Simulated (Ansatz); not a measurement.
Partial pair distribution functions of a relaxed model of amorphous In₂₄O₃₈Ti, broadened by 0.06 Å; density 6.37 g/cm³. Calculation: PBE, scalar-relativistic without spin-orbit coupling (plane waves to 420 eV, PAW; Ansatz, a quantum-chemistry and plane-wave program).

Preparation: random packing, a CHGNet melt and quench, and a DFT relaxation. O atoms were pushed apart under 1.9 Å during the dynamics, to hinder bonds among them. The hot cell started wider than the set density and was brought back towards it in steps. It is the lowest in DFT energy of 2 quenches. It is a model cell: composition and starting density were chosen by hand, and all elements were melted together. No dispersion term was used. Its density started from a set value of 6.37 and ended at 6.37 g/cm³. Cooling (nominally 330 K/ps over its main leg) ran many orders faster than in experiment, which tends to leave more defects and strain. A cell of this size samples the disorder only roughly. The volume was held where the preparation left it and the shape relaxed, at a PBE pressure of -1.5 GPa (tension). Stress components on the final sampling reach 1.6 GPa.

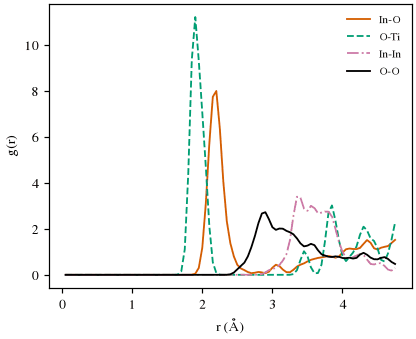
Figure: Partial pair distribution functions

Highest peaks under 4.5 Å: In-O near 2.20 Å, O-Ti near 1.90 Å, In-In near 3.35 Å, O-O near 2.90 Å; pairs of few atoms are noisy.

Within 2.68 Å each In has 5.50 O neighbours on average.
